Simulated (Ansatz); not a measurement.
## Molecular dynamics, with input and output: CH$_{3}$OSi (charge +1) (part 1 of 3)

The run: molecular dynamics of CH$_{3}$OSi, charge +1. Method and program: UKS B3LYP/6-31G (Ansatz 0.2.0).

It belongs to a series of runs on one base structure; here: dynamics from the start. Figures and captions count atoms from 1; the log counts them from 0 in places.

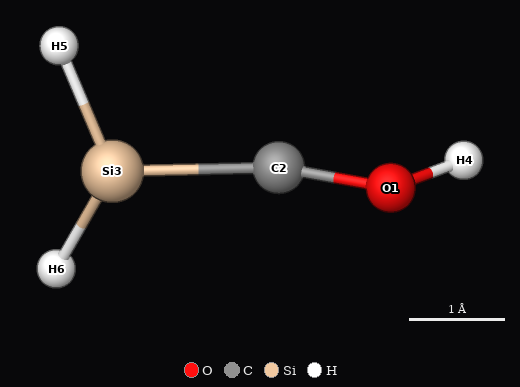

Fig. 1: The input geometry (ball-and-stick view, seen at a tilt; atoms are numbered from 1 in the order of the input). Bond lengths as drawn: C–O 1.26 Å, C–Si 1.76 Å, H–O 1.00 Å and H–Si 1.48 Å.

Results in brief:

- outcome: finished
- mean temperature over the second half: 623 K
- trajectory: 400 steps, 200 fs
- ensemble: nvt_langevin
- temperature in the input: 500.0 K
- time step: 0.5 fs
- potential energy (last step): −10997.1095 eV
- mean-field energy (last step): −10997.1095 eV
- largest force (length of the vector) (last step): 2.252 eV/Å
- hardware: 1 thread of Arm Neoverse V1, 24 GiB of memory available, shared host
- wall time: 11 min
- peak memory: 0.1 GiB

Notes:

So short a trajectory is not equilibrated. The logged temperature at the start can lie below the typed one, since it is counted over all degrees of freedom.

Input file:
```yaml
crystal:
  periodic: [false, false, false]
  atoms:
    - { symbol: O, position_ang: [1.091171, 1.170209, -0.787048] }
    - { symbol: C, position_ang: [0.383137, 0.253371, -0.299384] }
    - { symbol: Si, position_ang: [-0.882576, -0.441228, 0.707948] }
    - { symbol: H, position_ang: [1.811641, 0.959462, -1.445491] }
    - { symbol: H, position_ang: [-2.073512, -0.829996, -0.086053] }
    - { symbol: H, position_ang: [-0.329861, -1.111828, 1.910008] }
total_charge: 1
magnetization:
  spin_polarized: true
basis:
  gaussian: { orbitals: "6-31G" }
hamiltonian:
  xc: b3lyp
md:
  timestep: 0.5
  n_steps: 400
  ensemble: nvt_langevin
  temperature: 500.0
  initial_velocities: maxwell_boltzmann
  seed: 317652
  friction: 0.02
```

Launch command:
```bash
ansatz run input.yaml --threads 1 --pin off --max-ram 2048MiB --backend cpu --events-out ev --progress --plain --runs-dir out
```

Log:
```
Engine: ansatz 0.2.0, aarch64-unknown-linux-gnu
Functional definition: B3LYP
  parameter a0 = 0.2
  parameter ax = 0.72
  parameter ac = 0.81
  exchange = (1 - a0 - ax)*slater_x + ax*b88_x + a0*exact_x
  correlation = (1 - ac)*vwn_rpa_c + ac*lyp_c
479 factors; integrals over basis functions are off by at most 1.7e-4 eV
mean field evaluation 1: about -10985.0649 eV, gradient 5.1e1 eV
mean field evaluation 2: about -10925.2416 eV, gradient 1.2e2 eV
mean field evaluation 4: about -10995.3750 eV, gradient 2.0e1 eV
mean field evaluation 8: about -10997.3947 eV, gradient 6.8e-2 eV
mean field evaluation 16: about -10997.2193 eV, gradient 1.4e0 eV
mean field -10997.39477809 eV, -404.1468037930 hartree, gradient 2.6e-5 eV, S^2 0.000000; 2 other end points of the search recorded, 0 dependent functions left out
the calculation of the forces begins
reference -10997.39497502 eV, -404.1468110299 hartree; 15, 15 occupied and 22, 22 virtual orbitals, 479 factors
md step     0: t =     0.00 fs  T =   416.7 K  F+E_penalty+E_count = -10997.39477809 eV  E_kin = 0.323150 eV  (47 SCF iters)
these checks for a lower state are left out or cut short: starts, cluster_reference, orbital_swaps, neighbouring_geometries, increment
479 factors; integrals over basis functions are off by at most 1.7e-4 eV
mean field -10997.38654515 eV, -404.1465012379 hartree, gradient 7.3e-6 eV, S^2 0.000000; 0 other end points of the search recorded, 0 dependent functions left out
the calculation of the forces begins
reference -10997.38674174 eV, -404.1465084625 hartree; 15, 15 occupied and 22, 22 virtual orbitals, 479 factors
md step     1: t =     0.50 fs  T =   371.4 K  F+E_penalty+E_count = -10997.38654515 eV  E_kin = 0.288027 eV  (35 SCF iters)
[... from here on the SCF iterations and repeated set-up lines of each step are left out, up to the last step ...]
md step     2: t =     1.00 fs  T =   309.3 K  F+E_penalty+E_count = -10997.36486343 eV  E_kin = 0.239845 eV  (35 SCF iters)
md step     3: t =     1.50 fs  T =   229.4 K  F+E_penalty+E_count = -10997.33642558 eV  E_kin = 0.177927 eV  (36 SCF iters)
md step     4: t =     2.00 fs  T =   192.4 K  F+E_penalty+E_count = -10997.30625870 eV  E_kin = 0.149200 eV  (35 SCF iters)
md step     5: t =     2.50 fs  T =   170.9 K  F+E_penalty+E_count = -10997.27589958 eV  E_kin = 0.132535 eV  (35 SCF iters)
md step     6: t =     3.00 fs  T =   127.1 K  F+E_penalty+E_count = -10997.24907771 eV  E_kin = 0.098573 eV  (29 SCF iters)
md step     7: t =     3.50 fs  T =   114.2 K  F+E_penalty+E_count = -10997.23153457 eV  E_kin = 0.088581 eV  (29 SCF iters)
md step     8: t =     4.00 fs  T =   126.4 K  F+E_penalty+E_count = -10997.22414002 eV  E_kin = 0.098049 eV  (30 SCF iters)
md step     9: t =     4.50 fs  T =   132.0 K  F+E_penalty+E_count = -10997.22410798 eV  E_kin = 0.102405 eV  (30 SCF iters)
md step    10: t =     5.00 fs  T =   163.4 K  F+E_penalty+E_count = -10997.23454589 eV  E_kin = 0.126751 eV  (35 SCF iters)
md step    11: t =     5.50 fs  T =   201.1 K  F+E_penalty+E_count = -10997.25489566 eV  E_kin = 0.155941 eV  (35 SCF iters)
md step    12: t =     6.00 fs  T =   216.1 K  F+E_penalty+E_count = -10997.27757735 eV  E_kin = 0.167599 eV  (34 SCF iters)
md step    13: t =     6.50 fs  T =   234.0 K  F+E_penalty+E_count = -10997.29802702 eV  E_kin = 0.181448 eV  (34 SCF iters)
md step    14: t =     7.00 fs  T =   268.3 K  F+E_penalty+E_count = -10997.31617418 eV  E_kin = 0.208101 eV  (34 SCF iters)
md step    15: t =     7.50 fs  T =   293.4 K  F+E_penalty+E_count = -10997.33136927 eV  E_kin = 0.227557 eV  (33 SCF iters)
md step    16: t =     8.00 fs  T =   299.4 K  F+E_penalty+E_count = -10997.34417604 eV  E_kin = 0.232199 eV  (33 SCF iters)
md step    17: t =     8.50 fs  T =   321.1 K  F+E_penalty+E_count = -10997.35196574 eV  E_kin = 0.249027 eV  (33 SCF iters)
md step    18: t =     9.00 fs  T =   342.1 K  F+E_penalty+E_count = -10997.35139759 eV  E_kin = 0.265320 eV  (33 SCF iters)
md step    19: t =     9.50 fs  T =   314.9 K  F+E_penalty+E_count = -10997.34383940 eV  E_kin = 0.244187 eV  (33 SCF iters)
md step    20: t =    10.00 fs  T =   314.5 K  F+E_penalty+E_count = -10997.33097641 eV  E_kin = 0.243888 eV  (34 SCF iters)
md step    21: t =    10.50 fs  T =   312.9 K  F+E_penalty+E_count = -10997.31118605 eV  E_kin = 0.242680 eV  (34 SCF iters)
md step    22: t =    11.00 fs  T =   273.2 K  F+E_penalty+E_count = -10997.28559914 eV  E_kin = 0.211873 eV  (35 SCF iters)
md step    23: t =    11.50 fs  T =   298.0 K  F+E_penalty+E_count = -10997.25954439 eV  E_kin = 0.231111 eV  (34 SCF iters)
md step    24: t =    12.00 fs  T =   310.1 K  F+E_penalty+E_count = -10997.23730676 eV  E_kin = 0.240517 eV  (35 SCF iters)
md step    25: t =    12.50 fs  T =   279.1 K  F+E_penalty+E_count = -10997.22182978 eV  E_kin = 0.216471 eV  (35 SCF iters)
md step    26: t =    13.00 fs  T =   264.0 K  F+E_penalty+E_count = -10997.21265198 eV  E_kin = 0.204780 eV  (30 SCF iters)
md step    27: t =    13.50 fs  T =   257.4 K  F+E_penalty+E_count = -10997.20922767 eV  E_kin = 0.199633 eV  (45 SCF iters)
md step    28: t =    14.00 fs  T =   266.8 K  F+E_penalty+E_count = -10997.21205089 eV  E_kin = 0.206906 eV  (35 SCF iters)
md step    29: t =    14.50 fs  T =   244.1 K  F+E_penalty+E_count = -10997.21681500 eV  E_kin = 0.189310 eV  (35 SCF iters)
md step    30: t =    15.00 fs  T =   251.2 K  F+E_penalty+E_count = -10997.22033679 eV  E_kin = 0.194803 eV  (29 SCF iters)
md step    31: t =    15.50 fs  T =   291.7 K  F+E_penalty+E_count = -10997.22367276 eV  E_kin = 0.226206 eV  (34 SCF iters)
md step    32: t =    16.00 fs  T =   358.1 K  F+E_penalty+E_count = -10997.22812560 eV  E_kin = 0.277741 eV  (35 SCF iters)
md step    33: t =    16.50 fs  T =   312.8 K  F+E_penalty+E_count = -10997.23308497 eV  E_kin = 0.242572 eV  (35 SCF iters)
md step    34: t =    17.00 fs  T =   335.7 K  F+E_penalty+E_count = -10997.23902267 eV  E_kin = 0.260321 eV  (35 SCF iters)
md step    35: t =    17.50 fs  T =   348.4 K  F+E_penalty+E_count = -10997.24739726 eV  E_kin = 0.270204 eV  (35 SCF iters)
md step    36: t =    18.00 fs  T =   402.2 K  F+E_penalty+E_count = -10997.25815881 eV  E_kin = 0.311956 eV  (35 SCF iters)
md step    37: t =    18.50 fs  T =   401.0 K  F+E_penalty+E_count = -10997.26702270 eV  E_kin = 0.311011 eV  (35 SCF iters)
md step    38: t =    19.00 fs  T =   353.6 K  F+E_penalty+E_count = -10997.27284626 eV  E_kin = 0.274220 eV  (35 SCF iters)
md step    39: t =    19.50 fs  T =   406.1 K  F+E_penalty+E_count = -10997.27685248 eV  E_kin = 0.314977 eV  (34 SCF iters)
md step    40: t =    20.00 fs  T =   347.0 K  F+E_penalty+E_count = -10997.27765476 eV  E_kin = 0.269119 eV  (35 SCF iters)
md step    41: t =    20.50 fs  T =   336.8 K  F+E_penalty+E_count = -10997.27705029 eV  E_kin = 0.261180 eV  (35 SCF iters)
md step    42: t =    21.00 fs  T =   318.1 K  F+E_penalty+E_count = -10997.27655073 eV  E_kin = 0.246702 eV  (35 SCF iters)
md step    43: t =    21.50 fs  T =   320.9 K  F+E_penalty+E_count = -10997.27618449 eV  E_kin = 0.248844 eV  (35 SCF iters)
md step    44: t =    22.00 fs  T =   331.8 K  F+E_penalty+E_count = -10997.27656285 eV  E_kin = 0.257293 eV  (34 SCF iters)
md step    45: t =    22.50 fs  T =   400.0 K  F+E_penalty+E_count = -10997.27640906 eV  E_kin = 0.310251 eV  (35 SCF iters)
md step    46: t =    23.00 fs  T =   463.4 K  F+E_penalty+E_count = -10997.27130801 eV  E_kin = 0.359368 eV  (36 SCF iters)
md step    47: t =    23.50 fs  T =   452.2 K  F+E_penalty+E_count = -10997.25700218 eV  E_kin = 0.350721 eV  (34 SCF iters)
md step    48: t =    24.00 fs  T =   449.2 K  F+E_penalty+E_count = -10997.22985527 eV  E_kin = 0.348363 eV  (35 SCF iters)
md step    49: t =    24.50 fs  T =   430.6 K  F+E_penalty+E_count = -10997.19090448 eV  E_kin = 0.333969 eV  (35 SCF iters)
md step    50: t =    25.00 fs  T =   397.2 K  F+E_penalty+E_count = -10997.14553194 eV  E_kin = 0.308045 eV  (35 SCF iters)
md step    51: t =    25.50 fs  T =   299.4 K  F+E_penalty+E_count = -10997.10337769 eV  E_kin = 0.232164 eV  (35 SCF iters)
md step    52: t =    26.00 fs  T =   269.2 K  F+E_penalty+E_count = -10997.07604347 eV  E_kin = 0.208777 eV  (35 SCF iters)
md step    53: t =    26.50 fs  T =   230.8 K  F+E_penalty+E_count = -10997.06751090 eV  E_kin = 0.179027 eV  (29 SCF iters)
md step    54: t =    27.00 fs  T =   233.9 K  F+E_penalty+E_count = -10997.07824974 eV  E_kin = 0.181374 eV  (45 SCF iters)
md step    55: t =    27.50 fs  T =   294.8 K  F+E_penalty+E_count = -10997.10256584 eV  E_kin = 0.228642 eV  (29 SCF iters)
md step    56: t =    28.00 fs  T =   358.6 K  F+E_penalty+E_count = -10997.13931699 eV  E_kin = 0.278135 eV  (36 SCF iters)
md step    57: t =    28.50 fs  T =   431.6 K  F+E_penalty+E_count = -10997.18676887 eV  E_kin = 0.334755 eV  (35 SCF iters)
md step    58: t =    29.00 fs  T =   477.6 K  F+E_penalty+E_count = -10997.23213222 eV  E_kin = 0.370378 eV  (35 SCF iters)
md step    59: t =    29.50 fs  T =   542.7 K  F+E_penalty+E_count = -10997.26576984 eV  E_kin = 0.420892 eV  (35 SCF iters)
md step    60: t =    30.00 fs  T =   524.0 K  F+E_penalty+E_count = -10997.28397250 eV  E_kin = 0.406419 eV  (34 SCF iters)
md step    61: t =    30.50 fs  T =   525.6 K  F+E_penalty+E_count = -10997.28512586 eV  E_kin = 0.407660 eV  (34 SCF iters)
md step    62: t =    31.00 fs  T =   475.0 K  F+E_penalty+E_count = -10997.27121463 eV  E_kin = 0.368428 eV  (34 SCF iters)
md step    63: t =    31.50 fs  T =   420.6 K  F+E_penalty+E_count = -10997.24626826 eV  E_kin = 0.326201 eV  (34 SCF iters)
md step    64: t =    32.00 fs  T =   371.5 K  F+E_penalty+E_count = -10997.21545309 eV  E_kin = 0.288112 eV  (35 SCF iters)
md step    65: t =    32.50 fs  T =   338.0 K  F+E_penalty+E_count = -10997.18387277 eV  E_kin = 0.262129 eV  (35 SCF iters)
md step    66: t =    33.00 fs  T =   328.8 K  F+E_penalty+E_count = -10997.15415096 eV  E_kin = 0.254979 eV  (35 SCF iters)
md step    67: t =    33.50 fs  T =   301.0 K  F+E_penalty+E_count = -10997.12990029 eV  E_kin = 0.233458 eV  (34 SCF iters)
md step    68: t =    34.00 fs  T =   251.9 K  F+E_penalty+E_count = -10997.11104033 eV  E_kin = 0.195340 eV  (35 SCF iters)
md step    69: t =    34.50 fs  T =   251.5 K  F+E_penalty+E_count = -10997.09792188 eV  E_kin = 0.195054 eV  (29 SCF iters)
md step    70: t =    35.00 fs  T =   229.5 K  F+E_penalty+E_count = -10997.09267913 eV  E_kin = 0.177964 eV  (29 SCF iters)
md step    71: t =    35.50 fs  T =   218.5 K  F+E_penalty+E_count = -10997.09569323 eV  E_kin = 0.169487 eV  (29 SCF iters)
md step    72: t =    36.00 fs  T =   246.4 K  F+E_penalty+E_count = -10997.10842704 eV  E_kin = 0.191101 eV  (29 SCF iters)
md step    73: t =    36.50 fs  T =   265.2 K  F+E_penalty+E_count = -10997.12951287 eV  E_kin = 0.205663 eV  (30 SCF iters)
md step    74: t =    37.00 fs  T =   330.8 K  F+E_penalty+E_count = -10997.15773597 eV  E_kin = 0.256593 eV  (34 SCF iters)
md step    75: t =    37.50 fs  T =   379.1 K  F+E_penalty+E_count = -10997.18739950 eV  E_kin = 0.294009 eV  (35 SCF iters)
md step    76: t =    38.00 fs  T =   421.7 K  F+E_penalty+E_count = -10997.21274185 eV  E_kin = 0.327043 eV  (34 SCF iters)
md step    77: t =    38.50 fs  T =   409.4 K  F+E_penalty+E_count = -10997.23083424 eV  E_kin = 0.317503 eV  (35 SCF iters)
md step    78: t =    39.00 fs  T =   428.0 K  F+E_penalty+E_count = -10997.23884234 eV  E_kin = 0.331969 eV  (35 SCF iters)
md step    79: t =    39.50 fs  T =   475.9 K  F+E_penalty+E_count = -10997.23666070 eV  E_kin = 0.369094 eV  (35 SCF iters)
md step    80: t =    40.00 fs  T =   404.2 K  F+E_penalty+E_count = -10997.22737057 eV  E_kin = 0.313470 eV  (34 SCF iters)
md step    81: t =    40.50 fs  T =   391.8 K  F+E_penalty+E_count = -10997.21411576 eV  E_kin = 0.303861 eV  (46 SCF iters)
md step    82: t =    41.00 fs  T =   415.7 K  F+E_penalty+E_count = -10997.19759987 eV  E_kin = 0.322395 eV  (34 SCF iters)
md step    83: t =    41.50 fs  T =   365.7 K  F+E_penalty+E_count = -10997.17818147 eV  E_kin = 0.283619 eV  (36 SCF iters)
md step    84: t =    42.00 fs  T =   332.9 K  F+E_penalty+E_count = -10997.15805743 eV  E_kin = 0.258177 eV  (36 SCF iters)
md step    85: t =    42.50 fs  T =   330.4 K  F+E_penalty+E_count = -10997.14002458 eV  E_kin = 0.256281 eV  (36 SCF iters)
md step    86: t =    43.00 fs  T =   328.3 K  F+E_penalty+E_count = -10997.12217714 eV  E_kin = 0.254625 eV  (36 SCF iters)
md step    87: t =    43.50 fs  T =   273.0 K  F+E_penalty+E_count = -10997.10486868 eV  E_kin = 0.211712 eV  (36 SCF iters)
md step    88: t =    44.00 fs  T =   268.1 K  F+E_penalty+E_count = -10997.08868483 eV  E_kin = 0.207934 eV  (36 SCF iters)
md step    89: t =    44.50 fs  T =   263.6 K  F+E_penalty+E_count = -10997.07288182 eV  E_kin = 0.204462 eV  (36 SCF iters)
md step    90: t =    45.00 fs  T =   253.9 K  F+E_penalty+E_count = -10997.06063481 eV  E_kin = 0.196941 eV  (36 SCF iters)
md step    91: t =    45.50 fs  T =   238.8 K  F+E_penalty+E_count = -10997.05331742 eV  E_kin = 0.185227 eV  (34 SCF iters)
md step    92: t =    46.00 fs  T =   229.6 K  F+E_penalty+E_count = -10997.05243265 eV  E_kin = 0.178085 eV  (30 SCF iters)
md step    93: t =    46.50 fs  T =   228.0 K  F+E_penalty+E_count = -10997.05846164 eV  E_kin = 0.176852 eV  (33 SCF iters)
md step    94: t =    47.00 fs  T =   297.4 K  F+E_penalty+E_count = -10997.07154820 eV  E_kin = 0.230666 eV  (34 SCF iters)
md step    95: t =    47.50 fs  T =   319.0 K  F+E_penalty+E_count = -10997.08789725 eV  E_kin = 0.247372 eV  (32 SCF iters)
md step    96: t =    48.00 fs  T =   345.6 K  F+E_penalty+E_count = -10997.10192444 eV  E_kin = 0.268018 eV  (35 SCF iters)
md step    97: t =    48.50 fs  T =   369.5 K  F+E_penalty+E_count = -10997.11190917 eV  E_kin = 0.286607 eV  (35 SCF iters)
md step    98: t =    49.00 fs  T =   362.4 K  F+E_penalty+E_count = -10997.11683335 eV  E_kin = 0.281095 eV  (34 SCF iters)
md step    99: t =    49.50 fs  T =   356.5 K  F+E_penalty+E_count = -10997.11598216 eV  E_kin = 0.276476 eV  (35 SCF iters)
md step   100: t =    50.00 fs  T =   354.4 K  F+E_penalty+E_count = -10997.11359503 eV  E_kin = 0.274846 eV  (35 SCF iters)
md step   101: t =    50.50 fs  T =   322.4 K  F+E_penalty+E_count = -10997.11498336 eV  E_kin = 0.250015 eV  (36 SCF iters)
md step   102: t =    51.00 fs  T =   352.5 K  F+E_penalty+E_count = -10997.11749951 eV  E_kin = 0.273353 eV  (36 SCF iters)
md step   103: t =    51.50 fs  T =   348.1 K  F+E_penalty+E_count = -10997.12151598 eV  E_kin = 0.269960 eV  (36 SCF iters)
md step   104: t =    52.00 fs  T =   360.4 K  F+E_penalty+E_count = -10997.12856119 eV  E_kin = 0.279540 eV  (36 SCF iters)
md step   105: t =    52.50 fs  T =   361.1 K  F+E_penalty+E_count = -10997.13746091 eV  E_kin = 0.280059 eV  (36 SCF iters)
md step   106: t =    53.00 fs  T =   393.1 K  F+E_penalty+E_count = -10997.14393308 eV  E_kin = 0.304876 eV  (36 SCF iters)
md step   107: t =    53.50 fs  T =   391.2 K  F+E_penalty+E_count = -10997.14582538 eV  E_kin = 0.303387 eV  (36 SCF iters)
md step   108: t =    54.00 fs  T =   414.8 K  F+E_penalty+E_count = -10997.14480774 eV  E_kin = 0.321693 eV  (51 SCF iters)
md step   109: t =    54.50 fs  T =   384.4 K  F+E_penalty+E_count = -10997.14239131 eV  E_kin = 0.298122 eV  (36 SCF iters)
md step   110: t =    55.00 fs  T =   390.1 K  F+E_penalty+E_count = -10997.14477590 eV  E_kin = 0.302526 eV  (36 SCF iters)
md step   111: t =    55.50 fs  T =   347.5 K  F+E_penalty+E_count = -10997.15357825 eV  E_kin = 0.269474 eV  (36 SCF iters)
md step   112: t =    56.00 fs  T =   348.2 K  F+E_penalty+E_count = -10997.16653416 eV  E_kin = 0.270049 eV  (35 SCF iters)
md step   113: t =    56.50 fs  T =   411.3 K  F+E_penalty+E_count = -10997.18485878 eV  E_kin = 0.319001 eV  (35 SCF iters)
md step   114: t =    57.00 fs  T =   419.8 K  F+E_penalty+E_count = -10997.20556415 eV  E_kin = 0.325546 eV  (35 SCF iters)
md step   115: t =    57.50 fs  T =   452.2 K  F+E_penalty+E_count = -10997.22496021 eV  E_kin = 0.350730 eV  (36 SCF iters)
md step   116: t =    58.00 fs  T =   487.0 K  F+E_penalty+E_count = -10997.24212052 eV  E_kin = 0.377695 eV  (35 SCF iters)
md step   117: t =    58.50 fs  T =   487.9 K  F+E_penalty+E_count = -10997.25673020 eV  E_kin = 0.378407 eV  (35 SCF iters)
md step   118: t =    59.00 fs  T =   520.0 K  F+E_penalty+E_count = -10997.26847228 eV  E_kin = 0.403271 eV  (35 SCF iters)
md step   119: t =    59.50 fs  T =   478.2 K  F+E_penalty+E_count = -10997.27638136 eV  E_kin = 0.370911 eV  (35 SCF iters)
md step   120: t =    60.00 fs  T =   431.0 K  F+E_penalty+E_count = -10997.28036539 eV  E_kin = 0.334245 eV  (35 SCF iters)
md step   121: t =    60.50 fs  T =   365.4 K  F+E_penalty+E_count = -10997.28260680 eV  E_kin = 0.283415 eV  (35 SCF iters)
md step   122: t =    61.00 fs  T =   357.1 K  F+E_penalty+E_count = -10997.28533836 eV  E_kin = 0.276969 eV  (35 SCF iters)
md step   123: t =    61.50 fs  T =   388.3 K  F+E_penalty+E_count = -10997.29181165 eV  E_kin = 0.301111 eV  (35 SCF iters)
md step   124: t =    62.00 fs  T =   437.5 K  F+E_penalty+E_count = -10997.29743726 eV  E_kin = 0.339270 eV  (35 SCF iters)
md step   125: t =    62.50 fs  T =   455.5 K  F+E_penalty+E_count = -10997.29629378 eV  E_kin = 0.353240 eV  (35 SCF iters)
md step   126: t =    63.00 fs  T =   485.4 K  F+E_penalty+E_count = -10997.28859909 eV  E_kin = 0.376486 eV  (35 SCF iters)
md step   127: t =    63.50 fs  T =   527.1 K  F+E_penalty+E_count = -10997.27381317 eV  E_kin = 0.408821 eV  (35 SCF iters)
md step   128: t =    64.00 fs  T =   506.2 K  F+E_penalty+E_count = -10997.25213786 eV  E_kin = 0.392602 eV  (34 SCF iters)
md step   129: t =    64.50 fs  T =   451.2 K  F+E_penalty+E_count = -10997.22968534 eV  E_kin = 0.349916 eV  (34 SCF iters)
md step   130: t =    65.00 fs  T =   423.1 K  F+E_penalty+E_count = -10997.20874965 eV  E_kin = 0.328163 eV  (35 SCF iters)
md step   131: t =    65.50 fs  T =   422.6 K  F+E_penalty+E_count = -10997.18810795 eV  E_kin = 0.327770 eV  (34 SCF iters)
md step   132: t =    66.00 fs  T =   392.4 K  F+E_penalty+E_count = -10997.17025045 eV  E_kin = 0.304311 eV  (35 SCF iters)
md step   133: t =    66.50 fs  T =   382.8 K  F+E_penalty+E_count = -10997.15926403 eV  E_kin = 0.296918 eV  (33 SCF iters)
```
